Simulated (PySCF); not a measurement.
**C₇H₉NOS (SMILES NC(=O)C1=CSCCC=C1): density, localisation and related maps**

```
atom    x (Å)    y (Å)    z (Å)
   N   3.0184   0.4479   0.4267
   C   2.3426  -0.5388  -0.2188
   O   2.9264  -1.4182  -0.8196
   C   0.8496  -0.4524  -0.1361
   C   0.2184  -1.1160  -1.1274
   S  -1.4245  -1.4004  -1.5473
   C  -2.4296  -0.5381  -0.3003
   C  -1.9307   0.8858  -0.0333
   C  -0.9023   0.8882   1.0499
   C   0.2863   0.2870   0.9773
   H   2.5583   1.2716   0.7697
   H   4.0208   0.4604   0.3343
   H   0.8546  -1.6268  -1.8407
   H  -2.4277  -1.1307   0.6130
   H  -3.4343  -0.5398  -0.7237
   H  -1.5136   1.2922  -0.9581
   H  -2.7763   1.5107   0.2588
   H  -1.1805   1.3784   1.9721
   H   0.9342   0.3484   1.8433
```

Geometry: GFN2-xTB.

Theory: PBE0/pcSseg-1, SCF density, gas phase, non-relativistic (PySCF).

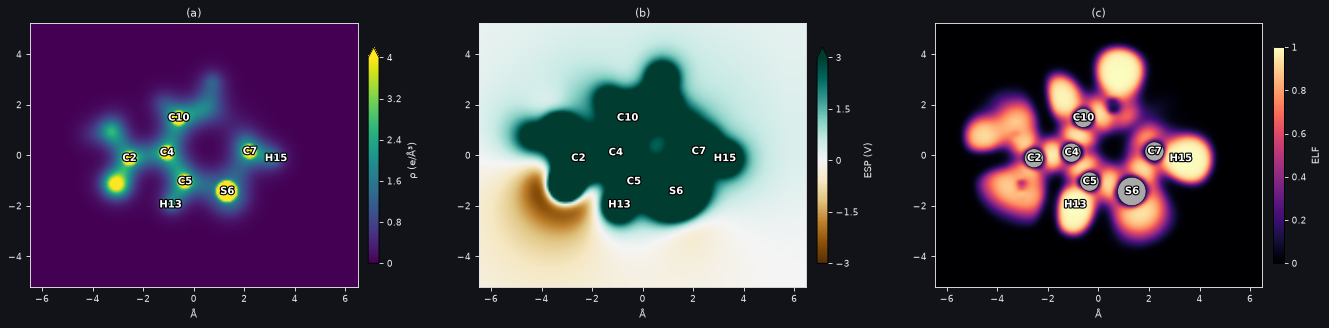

Figure 1. (a) total electron density; (b) molecular electrostatic potential; (c) ELF on the plane of atoms C4, C5 and H13. Grey discs cover the atomic cores in the ELF map.

Interpret the plot.

Answer.
- The section cuts through C, S and H sites.
- C–C (1.35 Å): ρ at the midpoint is about 2.2 e/Å³; the ELF peaks at about 0.90 between the atoms: a covalent bond.
- C–S (1.72 Å): the density is about 1.4 e/Å³ at the midpoint; the ELF peaks at about 0.90 between the atoms; a covalent bond.
- C–C (1.45 Å): ρ at the midpoint is about 1.9 e/Å³; the ELF peaks at about 0.95 between the atoms: localised, covalent bonding.
- C–C (1.50 Å): ρ is about 1.8 e/Å³ halfway; the ELF peaks at about 0.95 between the atoms: localised, covalent bonding.
- The ELF also peaks beside S6, O3 and N1, away from the bonds: lone-pair regions.
- Outside the dense part of the molecule the potential is most negative (−2.5 V) near O3, which lies off the plane.

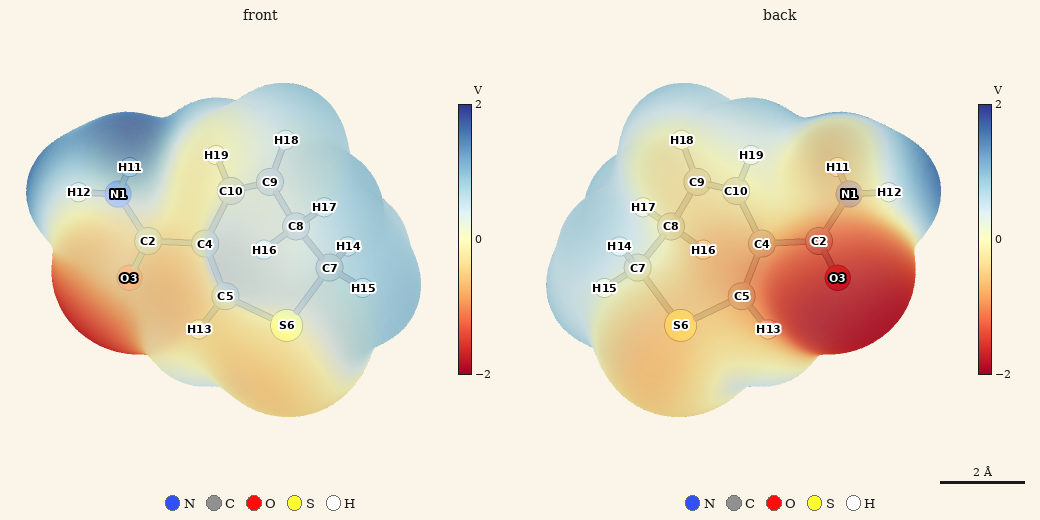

Figure 2. The molecular electrostatic potential painted on the density surface at 0.001 e/bohr³, seen from the front and from behind; the colour scale runs from red (negative) to blue (positive).

Which sites attract a positive test charge, and which a negative one?

Answer. A positive charge is drawn to the negative regions and a negative charge to the positive ones. The most negative region (about −1.9 V) lies over O3, the most positive (about +1.6 V) over H11. O3 is the likeliest acceptor of a hydrogen bond.

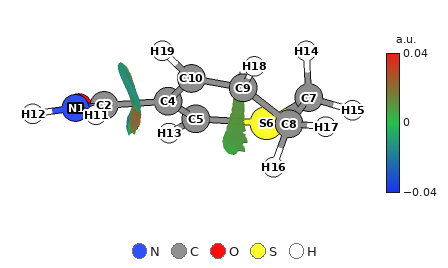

Figure 3. Non-covalent interaction (NCI) plot: the surface where the reduced density gradient is 0.5, for densities under 0.05 a.u., coloured by sign(λ₂)ρ; seen from one side.

Identify the weak interactions.

Answer.
- Between H13 and C5 on one side and O3 and C2 on the other: a weak contact, attractive (blue-green) on one side and crowded (olive to red) on the other
- Between N1 and H11 on one side and C10 and H19 on the other: a weak contact, attractive (blue-green) on one side and crowded (olive to red) on the other
- Between C8 and C9 on one side and C5 and C4 on the other: a weak contact (green)
